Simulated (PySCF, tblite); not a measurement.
# C₄H₈O₄S: a rotation path, then NMR shifts on frames

Aim: move C₄H₈O₄S (`CC[C@H]1COS(=O)(=O)O1`) away from its starting geometry and see how NMR shifts follow the geometry.

Programs: tblite 0.8.0 and PySCF 2.14.0, with density-fitted response routines of our own. Each step states its level of theory. These are calculated values for one molecule in the gas phase, unless marked as measured. Atoms are numbered from 0 throughout.

## 1. The molecule as given

17 atoms, charge 0, multiplicity 1; geometry from: GFN2-xTB.

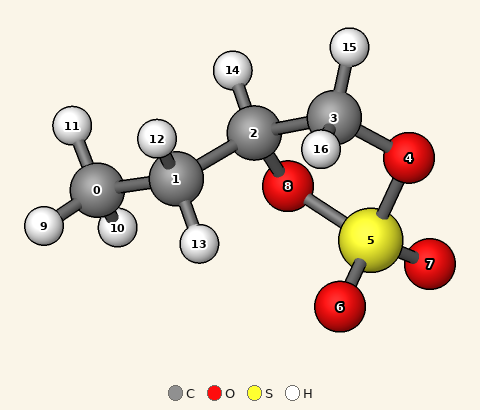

As it starts; carbon grey, oxygen red, sulfur yellow, hydrogen white, atoms numbered.

## 2. The rotation path with GFN2-xTB

What the job is given:

```
{"job": {"kind": "neb", "xc": "GFN2-xTB", "basis": "xTB", "atoms": [0, 1, 2, 8], "turn": 120}, "charge": 0, "multiplicity": 1}
C      2.217554     0.487108     0.301986
C      1.010368    -0.435060     0.428486
C     -0.017295    -0.160924    -0.669698
C     -1.232954    -1.132158    -0.586054
O     -2.388110    -0.336015    -0.502748
S     -1.933425     1.003163     0.257199
O     -1.660767     0.691956     1.616475
O     -2.798961     2.072771    -0.050522
O     -0.561896     1.141213    -0.546903
H      2.910631     0.313344     1.120657
H      1.893682     1.523783     0.329832
H      2.737541     0.310070    -0.637132
H      1.325932    -1.478036     0.355661
H      0.519739    -0.275677     1.390178
H      0.453522    -0.198270    -1.658613
H     -1.327960    -1.762285    -1.471298
H     -1.154597    -1.752955     0.312584
```

Method: GFN2-xTB climbing-image nudged elastic band, gas phase.

Command:

```sh
$ OMP_NUM_THREADS=1 python probes_run.py task.json out
```

This one command runs all jobs of the session in turn.

Log:

```text
image   E - E0 / eV
  0       0.0000
  1       0.0227
  2       0.0728
  3       0.1246
  4       0.1564
  5       0.1514
  6       0.1195
  7       0.0860
  8       0.0610
```

It took 5 s on 1 thread of Arm Neoverse V1, shared host; peak memory 0.18 GiB.

The final band, with the dihedral C0–C1–C2–O8:

| image | dihedral (°) | energy (eV) | energy (kcal/mol) |
| --- | --- | --- | --- |
| 0 | -64 | 0.000 | 0.0 |
| 1 | -51 | 0.023 | 0.5 |
| 2 | -37 | 0.073 | 1.7 |
| 3 | -22 | 0.125 | 2.9 |
| 4 | -8 | 0.156 | 3.6 |
| 5 | 6 | 0.151 | 3.5 |
| 6 | 21 | 0.119 | 2.8 |
| 7 | 37 | 0.086 | 2.0 |
| 8 | 51 | 0.061 | 1.4 |

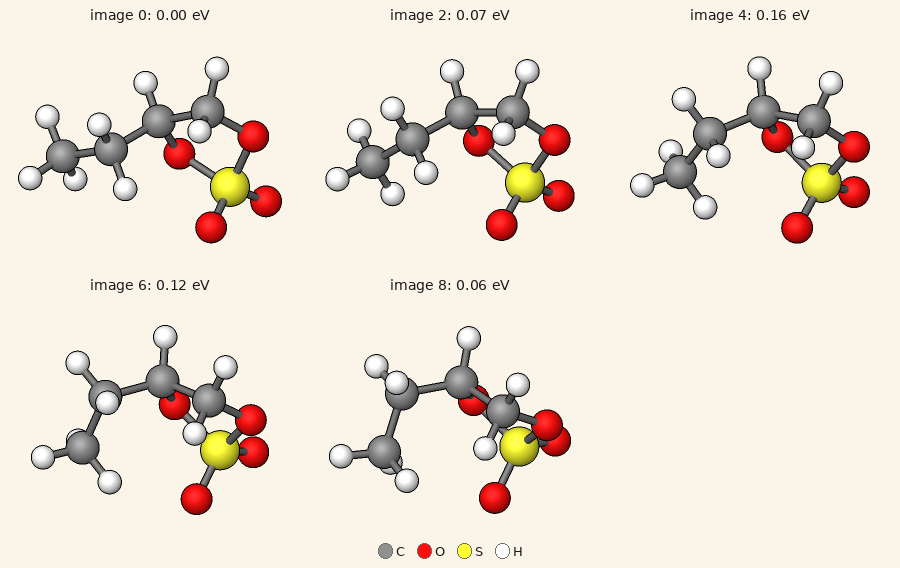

Images along the band.

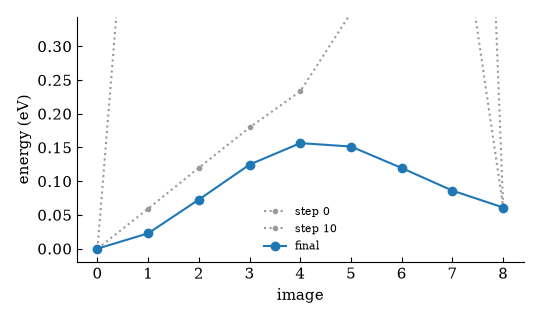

Energy along the band, early and final.

## 3. Nuclear shieldings: image 0, PBE0/pcSseg-1

What the job is given:

```
{"job": {"kind": "nmr", "xc": "PBE0", "basis": "pcSseg-1", "pop": false}, "charge": 0, "multiplicity": 1}
C      2.217600     0.487100     0.302000
C      1.010400    -0.435100     0.428500
C     -0.017300    -0.160900    -0.669700
C     -1.233000    -1.132200    -0.586100
O     -2.388100    -0.336000    -0.502700
S     -1.933400     1.003200     0.257200
O     -1.660800     0.692000     1.616500
O     -2.799000     2.072800    -0.050500
O     -0.561900     1.141200    -0.546900
H      2.910600     0.313300     1.120700
H      1.893700     1.523800     0.329800
H      2.737500     0.310100    -0.637100
H      1.325900    -1.478000     0.355700
H      0.519700    -0.275700     1.390200
H      0.453500    -0.198300    -1.658600
H     -1.328000    -1.762300    -1.471300
H     -1.154600    -1.753000     0.312600
```

Method: GIAO PBE0/pcSseg-1 NMR shielding, non-relativistic, gas phase.

Log:

```text
coarse grid: 15272 points
cycle   1  E = -855.1575798054  dE =  2.431e+00  |g| = 1.273e+00  |ddm| = 3.989e+00
cycle   2  E = -854.6881182075  dE =  4.695e-01  |g| = 2.084e+00  |ddm| = 2.216e+00
cycle   3  E = -855.4312854175  dE = -7.432e-01  |g| = 2.436e-01  |ddm| = 1.496e+00
cycle   4  E = -855.4410826296  dE = -9.797e-03  |g| = 8.998e-02  |ddm| = 2.213e-01
cycle   5  E = -855.4423768002  dE = -1.294e-03  |g| = 1.703e-02  |ddm| = 5.412e-02
cycle   6  E = -855.4424387674  dE = -6.197e-05  |g| = 4.655e-03  |ddm| = 1.608e-02
cycle   7  E = -855.4424428952  dE = -4.128e-06  |g| = 1.555e-03  |ddm| = 4.121e-03
final grid: 144392 points
cycle   8  E = -855.5421152770  dE = -4.436e-05  |g| = 1.416e-02  |ddm| = 3.398e-02
cycle   9  E = -855.5420856776  dE =  2.960e-05  |g| = 1.890e-02  |ddm| = 2.150e-02
cycle  10  E = -855.5421525109  dE = -6.683e-05  |g| = 2.336e-03  |ddm| = 1.290e-02
cycle  11  E = -855.5421534610  dE = -9.501e-07  |g| = 5.511e-04  |ddm| = 1.867e-03
cycle  12  E = -855.5421535097  dE = -4.876e-08  |g| = 1.786e-04  |ddm| = 4.595e-04
cycle  13  E = -855.5421535156  dE = -5.808e-09  |g| = 3.622e-05  |ddm| = 1.465e-04
cycle  14  E = -855.5421535158  dE = -2.435e-10  |g| = 1.331e-05  |ddm| = 3.462e-05
converged SCF energy = -855.5421535158

GIAO shielding tensors (ppm)
atom      isotropic    diamagn.    paramagn.     s11        s22        s33       span
  0 C      173.611     246.692     -73.081    161.071    171.893    187.870     26.798
  1 C      153.401     250.745     -97.344    139.576    151.718    168.908     29.332
  2 C      109.203     251.182    -141.979     78.538    105.927    143.144     64.606
  3 C      118.213     250.700    -132.487     90.775    108.389    155.474     64.699
  4 O      157.689     399.518    -241.829     22.750    140.689    309.629    286.879
  5 S      173.790    1052.782    -878.993     61.997    107.397    351.975    289.978
  6 O      105.755     400.878    -295.123     63.427    112.029    141.808     78.381
  7 O      122.519     393.231    -270.712     75.122    105.817    186.618    111.495
  8 O      155.553     404.287    -248.734     19.948    153.228    293.482    273.534
  9 H       30.456      28.458       1.999     25.680     27.531     38.158     12.478
 10 H       30.064      30.541      -0.477     24.696     30.403     35.092     10.396
 11 H       30.803      29.785       1.018     26.555     28.250     37.604     11.049
 12 H       30.561      32.564      -2.003     25.151     30.247     36.285     11.134
 13 H       29.212      33.205      -3.993     23.912     30.468     33.255      9.343
 14 H       27.379      33.292      -5.914     24.123     25.420     32.593      8.470
 15 H       27.132      30.089      -2.957     23.095     25.541     32.761      9.666
 16 H       27.800      31.761      -3.962     23.898     27.371     32.129      8.231
```

It took 30 s on 1 thread of Arm Neoverse V1, shared host; peak memory 0.89 GiB.

Shifts follow as δ = σ(reference) − σ, with reference shieldings (ppm) from runs at the same level and on the same kind of geometry: ¹H TMS 31.72, ¹³C TMS 186.9, ¹⁷O H2O 336.1, ³³S CS2 504. The references are single molecules in the gas phase, so shifts against H2O, NH3, PH3, H3PO4 or CFCl3 are not on the usual liquid scales and can be off by tens of ppm. Each atom is listed at this fixed geometry, with no averaging over motion; a spectrum would average atoms that exchange fast.

```csv
atoms,environment,σ (ppm),δ (ppm)
C2,sp3 CH bonded to O,109.2,77.7
C3,sp3 CH2 bonded to O,118.2,68.7
C1,sp3 CH2,153.4,33.5
C0,methyl carbon,173.6,13.3
H15,hydrogen on an sp3 CH2 bonded to O,27.13,4.58
H14,hydrogen on an sp3 CH bonded to O,27.38,4.34
H16,hydrogen on an sp3 CH2 bonded to O,27.80,3.92
H13,hydrogen on an sp3 CH2,29.21,2.51
H10,hydrogen on a methyl carbon,30.06,1.65
H9,hydrogen on a methyl carbon,30.46,1.26
H12,hydrogen on an sp3 CH2,30.56,1.16
H11,hydrogen on a methyl carbon,30.80,0.91
O6,S=O oxygen,105.8,230.3
O7,S=O oxygen,122.5,213.6
O8,"oxygen bonded to C, S, in a 5-membered ring",155.6,180.5
O4,"oxygen bonded to C, S, in a 5-membered ring",157.7,178.4
S5,sulfonyl sulfur,174,330
```

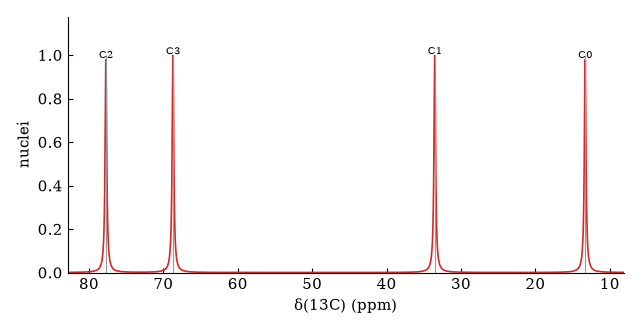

¹³C lines at the computed shifts, without couplings. Lines are broadened to a width of 0.26 ppm (Lorentzian).

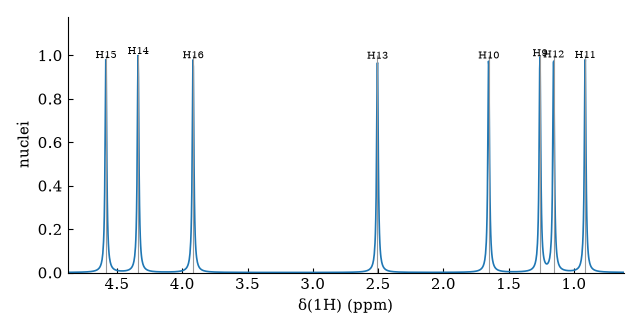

¹H lines at the computed shifts, without couplings. Lines are broadened to a width of 0.01 ppm (Lorentzian).

Ring of atoms C2, C3, O4, S5, O8: NICS(0) -9.3, NICS(1) -3.7, NICS(1)zz -5.3 ppm (means of both faces).

## 4. NMR shieldings: image 2, PBE0/pcSseg-1

What the job is given:

```
{"job": {"kind": "nmr", "xc": "PBE0", "basis": "pcSseg-1", "pop": false}, "charge": 0, "multiplicity": 1}
C      2.023900     0.607900     0.442600
C      1.069700    -0.573200     0.303600
C     -0.012000    -0.317500    -0.756200
C     -1.299400    -1.161300    -0.496800
O     -2.366900    -0.254600    -0.372600
S     -1.728000     1.112100     0.178900
O     -1.343000     0.932700     1.534500
O     -2.527900     2.218600    -0.173100
O     -0.444400     1.029500    -0.762600
H      2.795300     0.375100     1.171700
H      1.469800     1.476900     0.786400
H      2.493900     0.848400    -0.507200
H      1.615800    -1.474800     0.017600
H      0.593300    -0.740800     1.270000
H      0.385600    -0.501300    -1.760100
H     -1.535200    -1.836600    -1.320800
H     -1.197500    -1.729000     0.434100
```

Level: GIAO PBE0/pcSseg-1 NMR shielding, non-relativistic, gas phase.

Log:

```text
coarse grid: 15272 points
cycle   1  E = -855.1553472266  dE =  2.430e+00  |g| = 1.273e+00  |ddm| = 3.989e+00
cycle   2  E = -854.6854366813  dE =  4.699e-01  |g| = 2.084e+00  |ddm| = 2.219e+00
cycle   3  E = -855.4292897428  dE = -7.439e-01  |g| = 2.444e-01  |ddm| = 1.499e+00
cycle   4  E = -855.4391501228  dE = -9.860e-03  |g| = 8.994e-02  |ddm| = 2.218e-01
cycle   5  E = -855.4404439651  dE = -1.294e-03  |g| = 1.689e-02  |ddm| = 5.380e-02
cycle   6  E = -855.4405044670  dE = -6.050e-05  |g| = 4.877e-03  |ddm| = 1.605e-02
cycle   7  E = -855.4405089335  dE = -4.467e-06  |g| = 1.695e-03  |ddm| = 4.318e-03
final grid: 144392 points
cycle   8  E = -855.5396196202  dE = -3.921e-05  |g| = 1.418e-02  |ddm| = 2.960e-02
cycle   9  E = -855.5395872487  dE =  3.237e-05  |g| = 1.929e-02  |ddm| = 2.165e-02
cycle  10  E = -855.5396567672  dE = -6.952e-05  |g| = 2.558e-03  |ddm| = 1.320e-02
cycle  11  E = -855.5396579177  dE = -1.151e-06  |g| = 5.451e-04  |ddm| = 1.979e-03
cycle  12  E = -855.5396579652  dE = -4.749e-08  |g| = 1.683e-04  |ddm| = 4.543e-04
cycle  13  E = -855.5396579705  dE = -5.235e-09  |g| = 3.319e-05  |ddm| = 1.405e-04
cycle  14  E = -855.5396579706  dE = -1.958e-10  |g| = 1.270e-05  |ddm| = 3.134e-05
converged SCF energy = -855.5396579706

GIAO shielding tensors (ppm)
atom      isotropic    diamagn.    paramagn.     s11        s22        s33       span
  0 C      175.200     247.073     -71.873    167.145    173.039    185.415     18.270
  1 C      152.124     250.895     -98.771    131.586    153.066    171.722     40.136
  2 C      112.291     250.501    -138.211     77.947    109.174    149.750     71.803
  3 C      115.366     250.038    -134.672     89.516    107.440    149.142     59.626
  4 O      157.009     399.360    -242.351     19.649    138.383    312.995    293.346
  5 S      172.847    1053.004    -880.157     61.684    108.019    348.838    287.154
  6 O      105.986     401.149    -295.163     63.851    110.237    143.869     80.018
  7 O      125.405     393.432    -268.027     78.500    109.913    187.801    109.302
  8 O      154.368     404.049    -249.681     15.841    148.786    298.478    282.637
  9 H       30.560      28.636       1.924     25.874     27.410     38.394     12.520
 10 H       29.971      31.055      -1.084     24.320     31.217     34.377     10.058
 11 H       30.764      30.058       0.705     26.508     28.157     37.626     11.119
 12 H       30.092      31.879      -1.787     25.343     28.801     36.132     10.789
 13 H       29.601      33.232      -3.631     25.724     29.957     33.120      7.396
 14 H       27.209      32.590      -5.380     23.283     25.248     33.097      9.814
 15 H       27.030      29.738      -2.708     22.968     25.401     32.721      9.752
 16 H       27.661      31.445      -3.784     23.880     27.090     32.014      8.134
```

Wall time 30 s (1 thread of Arm Neoverse V1, shared host); peak memory 0.9 GiB.

This run: δ C2 74.6, C3 71.6, C1 34.8, C0 11.7, H15 4.69, H14 4.51 ppm.

[end of part 1 of 2]
